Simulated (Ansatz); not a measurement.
```yaml
crystal:
  periodic: [false, false, false]
  atoms:
    - {symbol: Mg, position_ang: [-1.996217, -0.730848, -0.536526]}
    - {symbol: O, position_ang: [-0.356963, -0.142760, -0.102782]}
    - {symbol: Si, position_ang: [1.113929, 0.387443, 0.285732]}
    - {symbol: H, position_ang: [-3.537313, -1.283551, -0.944346]}
    - {symbol: H, position_ang: [1.676621, 0.872933, -1.009264]}
    - {symbol: H, position_ang: [1.049626, 1.486241, 1.294617]}
    - {symbol: H, position_ang: [1.952241, -0.703369, 0.865945]}
basis:
  gaussian: {orbitals: def2-TZVPP}
hamiltonian: {xc: {name: wB97M-V}}
```

Geometry: moved along internal coordinates away from the minimum.

What structure does this define?

The molecule is H₄MgOSi. SMILES: `[MgH][O][SiH3]`. Among its groups: Si–H bond, Si–O bond. Coordination: 1 Mg linear; 1 O linear; 1 Si tetrahedral.

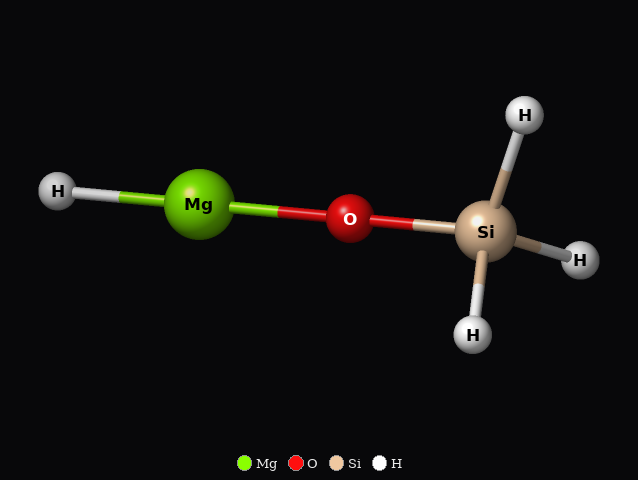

Figure made from data computed with Ansatz.
